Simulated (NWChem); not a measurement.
**Single-point calculation of C2F4 (charge +1)**

C2F4, charge +1, multiplicity 2, computed with wB97X/6-31G*, UKS (NWChem 7.3.0).

The geometry is that of the parent species in another charge or spin state. The geometry comes from this level: PBE0-D4/def2-TZVP.

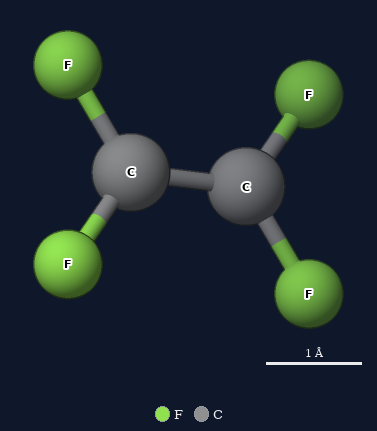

**Figure 1.** The input geometry (ball-and-stick view, seen at a tilt). Bond lengths as drawn: C–C 1.32 Å and C–F 1.31 Å.

Input file
```python
from ase.io import read
from ase.calculators.nwchem import NWChem

atoms = read('calc.xyz')

calc = NWChem(
    label='calc',
    theory='dft',
    memory='2200 mb',
    basis='6-31G*',
    basispar='spherical bse',
    charge=1,
    dft={'xc': 'wb97x', 'mult': '2', 'grid': 'xfine', 'convergence': 'energy 1e-08', 'iterations': '100', 'mulliken': None, 'print': 'low'},
    task='energy',
)
atoms.calc = calc

print(f"energy = {atoms.get_potential_energy():.6f} eV")
```

File calc.xyz
```
6
C2F4
F      1.169200    -1.134500    -0.708000
C      0.202500    -0.640200     0.025700
F     -0.337500    -1.520600     0.832300
C     -0.188400     0.618800    -0.041100
F      0.351500     1.499300    -0.847600
F     -1.155200     1.113100     0.692600
```

File calc.nwi
```
title "calc"

permanent_dir calc

scratch_dir calc

start calc

geometry units angstrom nocenter noautosym noautoz
  F  1.1692000000000000e+00 -1.1345000000000001e+00 -7.0799999999999996e-01
  C  2.0250000000000001e-01 -6.4019999999999999e-01 2.5700000000000001e-02
  F  -3.3750000000000002e-01 -1.5206000000000000e+00 8.3230000000000004e-01
  C  -1.8840000000000001e-01 6.1880000000000002e-01 -4.1099999999999998e-02
  F  3.5149999999999998e-01 1.4993000000000001e+00 -8.4760000000000002e-01
  F  -1.1552000000000000e+00 1.1131000000000000e+00 6.9259999999999999e-01
end

charge 1

memory 2200 mb

basis spherical bse noprint
   * library 6-31G*
end

dft
  xc wb97x
  mult 2
  grid xfine
  convergence energy 1e-08
  iterations 100
  mulliken
  print low
end

task dft energy
```

Run as:
```bash
export ASE_NWCHEM_COMMAND="nwchem PREFIX.nwi > PREFIX.nwo"
python run.py
```

Log
```
energy = -12926.271993 eV
```

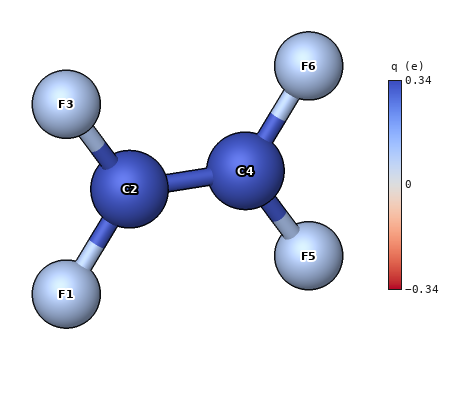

**Figure 2.** Löwdin charges, as the colour of each atom (ball-and-stick view, seen at a tilt; atoms are numbered from 1 in the order of the input). By element: F +0.09 and C +0.32 e.

Summary

```csv
quantity,value
outcome,converged
total energy,−475.031738 hartree
⟨S²⟩,0.752
hardware,"1 thread of Intel Xeon (Sapphire Rapids), 16 GiB of memory available, shared host"
wall time,72 s
peak memory,0.12 GiB
```
